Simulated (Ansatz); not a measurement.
WH2OF5: several calculations on one system

**1. Relaxation**

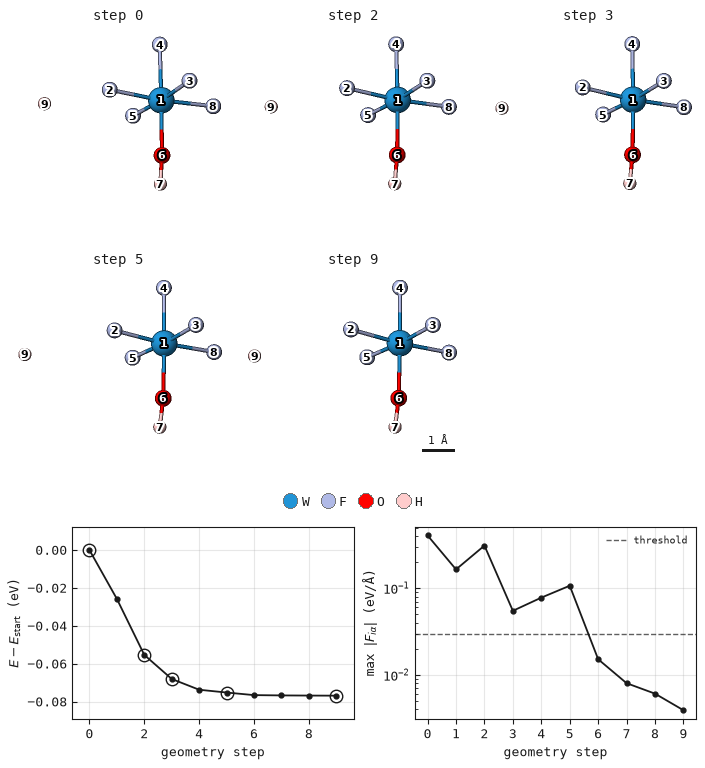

Frames of a relaxation of WH₂OF₅ (multiplicity 2), marked on the history of the run. A ball-and-stick model, seen at a tilt.

The run prepares an end point of a later path (reaction) calculation, from a guessed geometry.

Computed with UKS PBE/def2-SVP in Ansatz.

Input file:
```yaml
crystal:
  periodic: [false, false, false]
  atoms:
    - { symbol: W, position_ang: [0.10871, 0.003343, 0.049093] }
    - { symbol: F, position_ang: [0.421184, 0.26396, 1.867855] }
    - { symbol: F, position_ang: [1.948799, 0.133087, -0.274845] }
    - { symbol: F, position_ang: [0.010584, 1.862096, -0.113713] }
    - { symbol: F, position_ang: [-1.738922, 0.010192, 0.357709] }
    - { symbol: O, position_ang: [0.194816, -1.832455, 0.233446] }
    - { symbol: H, position_ang: [0.234431, -2.787994, 0.394524] }
    - { symbol: F, position_ang: [-0.189932, -0.111097, -1.795741] }
    - { symbol: H, position_ang: [-0.608071, 0.091767, 3.723971] }
magnetization:
  spin_polarized: true
  initial_magnetization: 1
basis:
  gaussian: { orbitals: def2-SVP }
hamiltonian:
  xc: pbe
relax:
  f_tol: 0.03
  max_steps: 50
```

Launched with:
```bash
ansatz run input.yaml --threads 4 --pin off --max-ram 5120MiB --backend cpu --events-out ev --progress --plain --runs-dir out
```

> Describe the path.

The largest move after the best rigid fit is that of H9, 0.85 Å. Largest moves by element: H 0.85 Å, F 0.28 Å, W 0.12 Å, O 0.08 Å. Some distances before and after: W1–F2 1.864 → 1.873 Å. Over 9 geometry steps the energy falls by 0.077 eV. The largest force component goes from 0.4 to 0.0039 eV/Å. From step 0 to 2: H9 moves most (0.28 Å), energy −0.055 eV. From step 2 to 3: H9 moves most (0.14 Å), energy −0.013 eV. From step 3 to 5: H9 moves most (0.24 Å), energy −0.007 eV. From step 5 to 9: H9 moves most (0.18 Å), energy −0.002 eV.

**2. Relaxation**

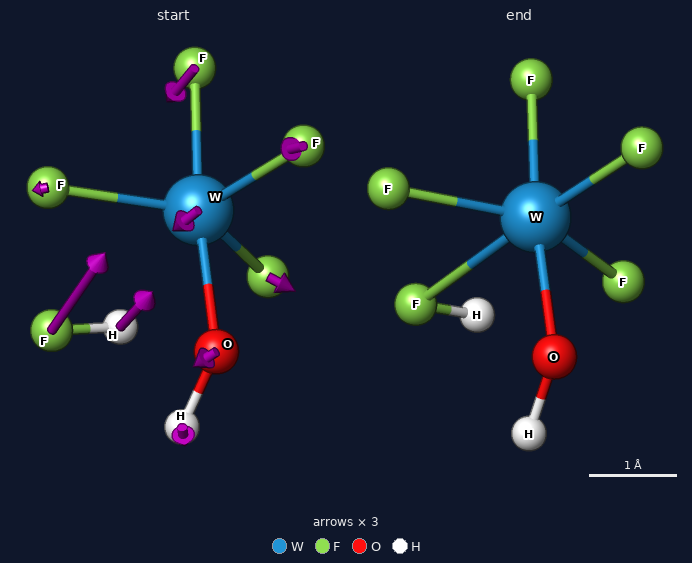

The structure of WH2OF5 (multiplicity 2) before (left) and after (right) a relaxation, at one scale. The purple arrows give the displacements, magnified 3 times.

The picture is a ball-and-stick view, seen from a free direction.

The run prepares an end point of a later path (reaction) calculation, from a guessed geometry.

All numbers below come from UKS PBE/def2-SVP (Ansatz).

Input file:
```yaml
crystal:
  periodic: [false, false, false]
  atoms:
    - { symbol: W, position_ang: [0.133328, 0.005351, -0.192588] }
    - { symbol: F, position_ang: [0.272245, -0.072335, 2.843594] }
    - { symbol: F, position_ang: [1.933701, 0.114998, 0.205632] }
    - { symbol: F, position_ang: [-0.007845, 1.923733, -0.185041] }
    - { symbol: F, position_ang: [-1.446332, -0.011362, 0.826548] }
    - { symbol: O, position_ang: [0.126333, -1.915257, -0.281826] }
    - { symbol: H, position_ang: [0.176213, -2.530057, 0.494029] }
    - { symbol: F, position_ang: [-0.165811, -0.018908, -2.034291] }
    - { symbol: H, position_ang: [-0.640231, 0.136736, 2.766242] }
magnetization:
  spin_polarized: true
  initial_magnetization: 1
basis:
  gaussian: { orbitals: def2-SVP }
hamiltonian:
  xc: pbe
relax:
  f_tol: 0.03
  max_steps: 50
```

Command:
```bash
ansatz run input.yaml --threads 4 --pin off --max-ram 5120MiB --backend cpu --events-out ev --progress --plain --runs-dir out
```

Describe what moved and what it gained.

After 9 accepted moves (10 points after the start) the energy has fallen by 0.248 eV. The largest force component goes from 0.45 to 0.028 eV/Å. The line search rejected the trial step at point 3 of the run. F2 moves most after the best rigid fit: 0.53 Å. By element the largest moves are F 0.53 Å, H 0.32 Å, W 0.16 Å, O 0.13 Å. Among the contacts that change: W1–F2 3.040 → 2.361 Å, W1–H9 3.061 → 2.599 Å, W1–F5 1.880 → 1.907 Å, F2–H9 0.939 → 0.954 Å. New bonds form, among them: W1–F2 (3.04 → 2.36 Å). Among the angles between lasting bonds that change: F3–W1–F5 134.6° → 145.1°, F5–W1–F8 113.6° → 105.9°, F3–W1–F8 111.7° → 108.8°. The run took 38 s on 4 threads of Arm Neoverse V2 (shared host), peak memory 0.32 GiB.

**3. Path**

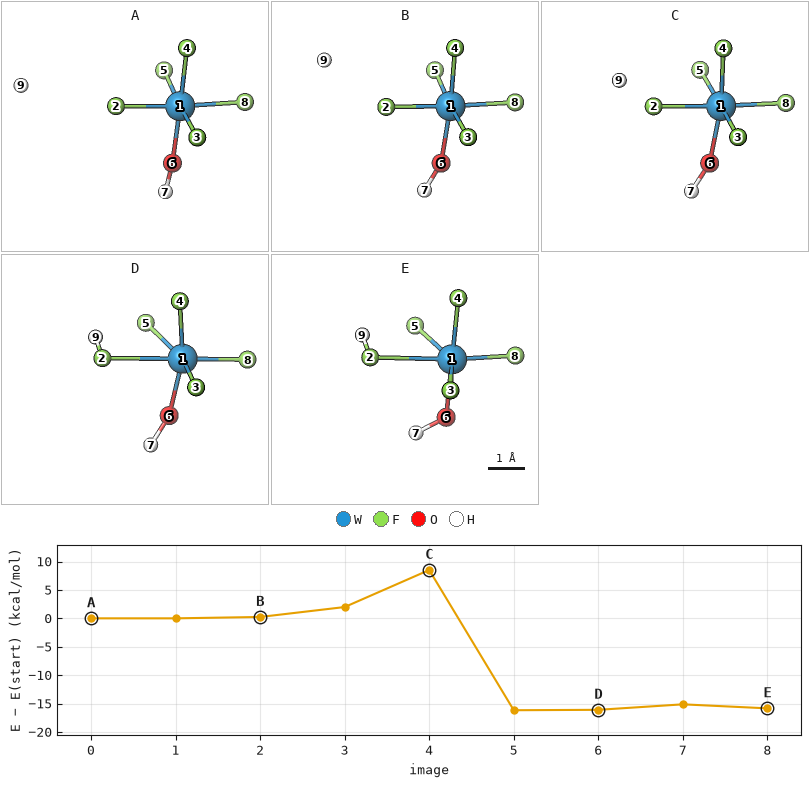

NEB run on WH2OF5 (multiplicity 2), made up at the start of WHOF₅ and H. Images are numbered from 0 (start) to 8 (end). Frames A to E are images 0, 2, 4, 6, 8. A ball-and-stick model, seen at a tilt.

Level of theory: UKS PBE/def2-SVP (Ansatz 0.2.0). Settings: 7 movable images; climbing image; force threshold 0.05 eV/Å; iteration limit 60; starting path through a guess of the saddle point.

**Describe the mechanism and the energy profile.**

The path has more than one stage, and so few images may leave a stage unresolved. Forming: F2–H9 (3.22 → 1.45 at the top → 0.95 Å). The energy climbs by 8.5 kcal/mol to image 4 and then falls by 24.3 kcal/mol, so the end point sits at −15.8 kcal/mol. Image 5 lies below both ends, at −16.2 kcal/mol, which points to an intermediate minimum that so few images don't resolve. The band converged in 21 iterations. The largest component of the band force went from 7.2 to 0.039 eV/Å. The climbing image converged on the top of the path. Its vibrational analysis gives one imaginary mode (980i cm⁻¹), as a transition state must have.

Limits of the set-up: the start holds two separate molecules, 3.2 Å apart at their closest, whose relative position is a soft coordinate and is computed without a dispersion correction.
